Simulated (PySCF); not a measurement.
**Run report: N²⁺, atomic calculation**

- system: N²⁺, configuration 1s2 2s1 2p2, multiplicity 4.
- method: unrestricted HF, aug-cc-pwCVTZ, non-relativistic, point nucleus (PySCF)

### Key numbers

| quantity | value |
| --- | --- |
| outcome | converged |
| total energy | −52.628206 hartree |
| kinetic energy | 52.622609 hartree |
| −E/T (1 by the virial theorem at the basis-set limit) | 1.0001 |
| ⟨S²⟩ | 3.750 |
| ⟨L²⟩ | 2.01 |
| SCF iterations | 5 |
| hardware | 1 CPU thread, shared host |
| CPU time | 1.4 s (integrals apart) |

### Remarks

This is not the ground configuration of the species.

### The input
```python
from pyscf import gto, scf, dft, mp, cc
import basis_set_exchange as bse
mol = gto.M(atom="N 0 0 0", charge=2, spin=3, symmetry="D2h",
            basis=gto.basis.parse(bse.get_basis("aug-cc-pwCVTZ", elements=["N"], fmt="nwchem")))
mf = scf.UHF(mol)
mf.irrep_nelec = {'Ag': (2, 1), 'B1u': (1, 0), 'B2u': (1, 0)}
mf.kernel()
```

The script is an equivalent of what the driver set up; the driver started from orbitals of its own, so the log can be shorter than this script's would be, and it computed the properties (radii, ⟨L²⟩, response) afterwards. It held the occupations shell by shell, which the script's counts by irreducible representation don't always enforce.

### Log (extracts)
```
damping factor = 0
level_shift factor = 0
DIIS = <class 'pyscf.scf.diis.CDIIS'>
diis_start_cycle = 1
diis_space = 10
diis_damp = 0
SCF conv_tol = 1e-09
SCF conv_tol_grad = None
number electrons alpha = 4  beta = 1
cycle= 1 E= -52.6281188806006  delta_E= -0.00222  |g|= 0.0158  |ddm|= 0.0349
cycle= 2 E= -52.6282024987381  delta_E= -8.36e-05  |g|= 0.00309  |ddm|= 0.00744
cycle= 3 E= -52.6282062911179  delta_E= -3.79e-06  |g|= 0.000111  |ddm|= 0.00199
cycle= 4 E= -52.6282062961907  delta_E= -5.07e-09  |g|= 5.8e-06  |ddm|= 0.00011
cycle= 5 E= -52.6282062962047  delta_E= -1.41e-11  |g|= 2.79e-07  |ddm|= 1.01e-05
converged SCF energy = -52.6282062962047  <S^2> = 3.75001  2S+1 = 4.000005
```

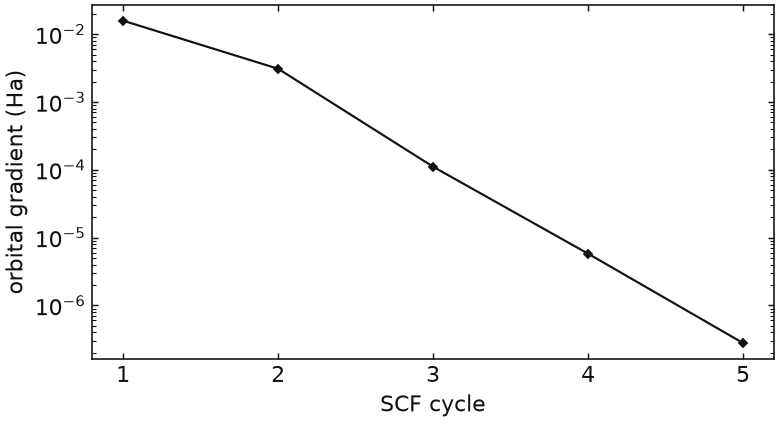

Fig. 1: Convergence: orbital gradient against the SCF cycle. The residual falls at every step. It goes from 0.016 to 2.8×10⁻⁷ in 5 steps.

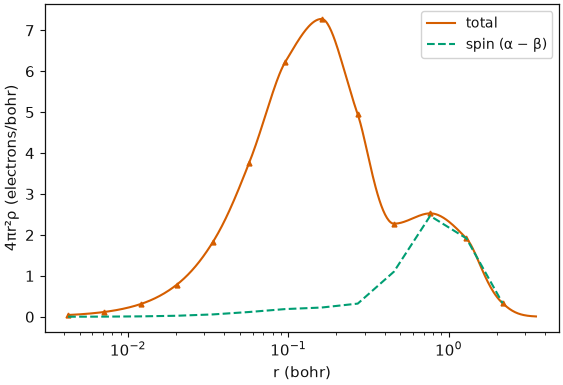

Fig. 2: Spherically averaged radial density 4πr²ρ of the mean field and its spin part; markers are the stored points, which are sparse, and the line is a monotone interpolation between them. The largest stored value is 7.28 electrons/bohr at r = 0.16 bohr. Root-mean-square radii of the shells: 1s 0.265, 2p 1.24, 2s 1.25 bohr.
